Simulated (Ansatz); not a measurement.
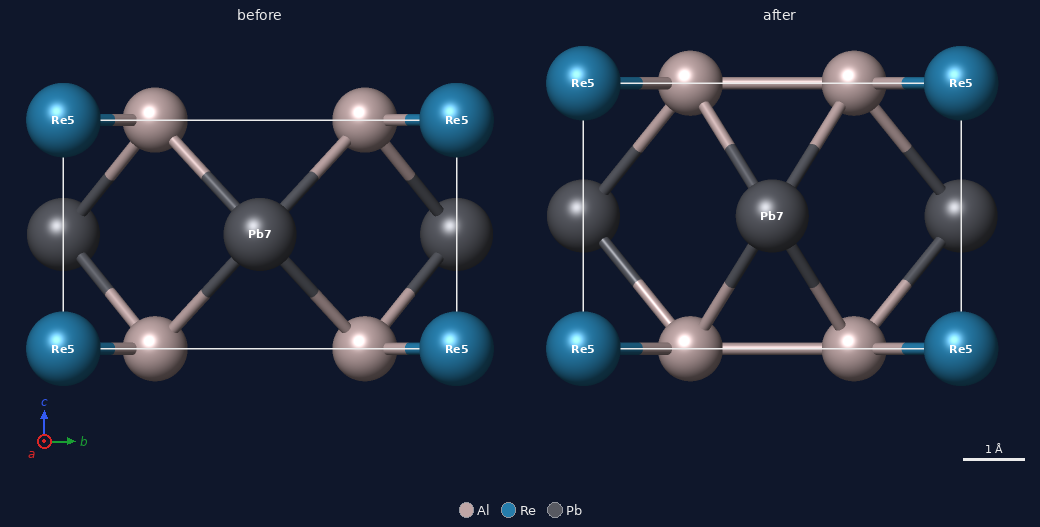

The structure of a crystal of Al4RePb2 (built on the K2PdBr4 type) (coarse preliminary run) before (left) and after (right) a relaxation, at one scale.

Style: ball-and-stick. Shown: the cell of the calculation, along the a axis.

Case: K2PdBr4 type (P4/mmm, No. 123).

Theory: DFT PBE, scalar-relativistic, plane waves, PAW in Ansatz.

Input
```yaml
crystal:
  lattice:
    - [6.4528850795, 0.0, 0.0]
    - [0.0, 6.4528850795, 0.0]
    - [0.0, 0.0, 3.7529331634]
  atoms:
    - { symbol: Al, position: [0.23323, 0.23323, 0.0] }
    - { symbol: Al, position: [0.76677, 0.23323, 0.0] }
    - { symbol: Al, position: [0.76677, 0.76677, 0.0] }
    - { symbol: Al, position: [0.23323, 0.76677, 0.0] }
    - { symbol: Re, position: [0.0, 0.0, 0.0] }
    - { symbol: Pb, position: [0.5, 0.0, 0.5] }
    - { symbol: Pb, position: [0.0, 0.5, 0.5] }
basis:
  ecutwfc: 420
kpoints:
  mp_grid: { grid: [4, 4, 4] }
hamiltonian:
  xc: pbe
scf:
  occupations: { method: gaussian, width: 0.1 }
  lower_state_search: "off"
output:
  forces: true
  stress: true
  eigenvalues: true
relax:
  adjacent_minimum: "off"
  f_tol: 0.04
  max_steps: 70
  cell: { stress_tol: 0.4 }
```

Launched with:
```bash
ansatz run input.yaml --threads 1 --pin off --max-ram 2560MiB --backend cpu --events-out ev --progress --plain --runs-dir out
```

### Describe what moved and what it gained.

After 7 accepted moves (9 points after the start) the energy has fallen by 630 meV per atom. The largest force component goes from 4 to 0.0046 eV/Å. Pressure: 19.07 GPa at the start and 0.00 GPa at the end. At 2 points the geometry stayed and the basis and grid were re-selected for the new cell (energy shift of 2.0 meV per atom at most each time). The largest moves relative to the cell, 0.44 Å, are those of Al1, Al2, Al3 and Al4. Al1 goes along [1 1 0]. Pb and Re stay in place. The volume changes by +7.1 %, with a = b 6.453 → 6.198 Å (−3.9 %), c 3.753 → 4.358 Å (+16.1 %). Near-neighbour distances that change, for instance: Al1–Al2 3.443 → 2.687 Å, Al1–Re5 2.128 → 2.483 Å, Al1–Pb6 2.958 → 3.104 Å. Among the angles between lasting bonds that change: Pb6–Al3–Pb7 100.9° → 89.8°, Pb6–Al3–Pb6 78.7° → 89.2°, Re5–Al3–Pb6 93.0° → 84.6°. The space group stays P4/mmm (No. 123). Cost: 65 s on 1 thread of Arm Neoverse V2 (shared host), peak memory 0.45 GiB.

Limits of the set-up: the k-point mesh is coarse for a cell with partly filled bands.
